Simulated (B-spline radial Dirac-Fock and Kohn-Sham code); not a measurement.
The ion P²⁺. The calculation used a Dirac–Hartree–Slater potential; 1 + βP₂(cos θ) + (δ + γ cos²θ) sin θ cos φ with E1 and E1–E2 terms (a B-spline radial atomic code). Open shells are averaged over j.

Predict the main features of the following plot. Angular distribution of photoelectrons from K (1s) in the plane of the polarisation E (up) and the photon direction k (right), relative to an isotropic one.

At 2.98 keV, β = 2.000, γ = 0.438 and δ = 0.000. At 4.78 keV, β = 2.000, γ = 1.016 and δ = 0.000. At 7.75 keV, β = 2.000, γ = 1.610 and δ = 0.000. At 7.75 keV the emission 45° forward of E is 2.2 times that 45° backward, and the lobe peaks 13° from E towards k.

The result:

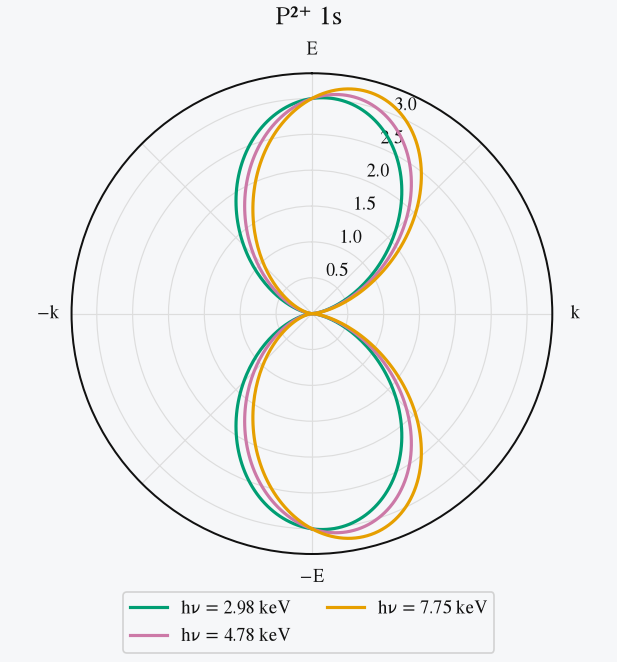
